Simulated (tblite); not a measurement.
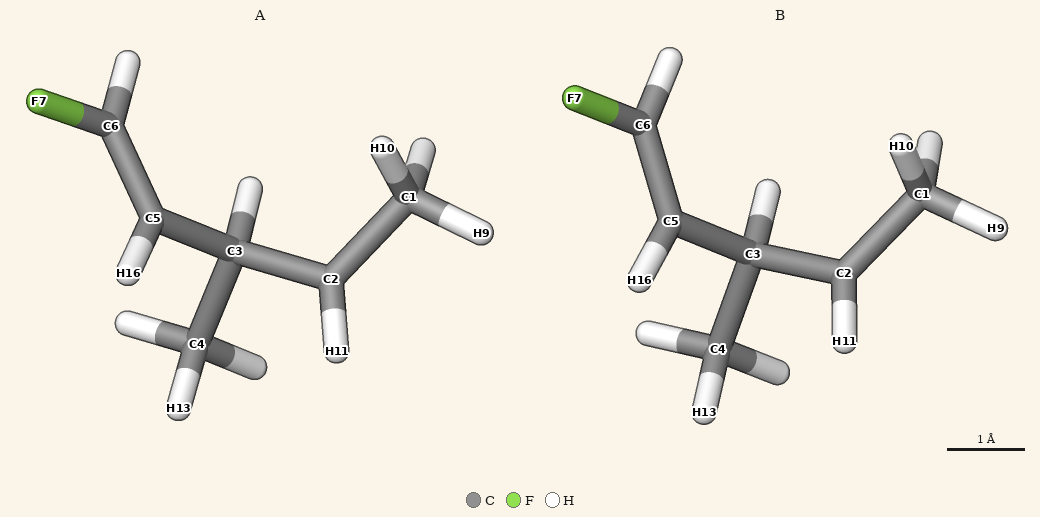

Two geometries of C$_{6}$H$_{10}$F (multiplicity 2), drawn at one scale. One is the start of a relaxation, the other its converged end. The picture is a stick view, seen at a tilt.

Level of theory: GFN2-xTB geometry optimisation, gas phase (tblite 0.8.0). 

Which of the two is the end point?

Answer. Structure B is the relaxed one. The atom that moves furthest after the best rigid fit is an H atom (0.34 Å). By element the largest moves are H 0.34 Å, F 0.24 Å, C 0.18 Å. Near-neighbour distances that change, for instance: C–C 1.507 → 1.476 Å, C–C 1.546 → 1.530 Å, C–F 1.339 → 1.350 Å, C–H 1.100 → 1.089 Å. Among the angles between lasting bonds that change: C–C–C 110.6° → 104.6°, C–C–C 109.5° → 112.5°, C–C–C 119.2° → 122.2°. After 70 geometry steps the energy has fallen by 0.072 eV.
